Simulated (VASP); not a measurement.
Band structure of Sn (space group Im-3m). Method: PBEsol GGA, VASP's PBE PAW potentials (set 64) (plane waves; VASP).

Unless said otherwise, spin-orbit coupling is left out, though it shifts the bands of the heavy elements here.

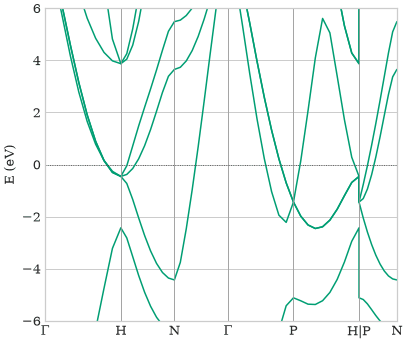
Figure. Bands along high-symmetry lines, zero at the valence-band maximum or, without a gap, the Fermi level

**Question.** Read the plot: is there a gap, and where are the band edges?

**Answer.** It has no gap at this level: it comes out as a metal or semimetal.

The structure was generated: Sn was put into an ordered model structure, which need not be its known phase. The cell was not relaxed at this level.
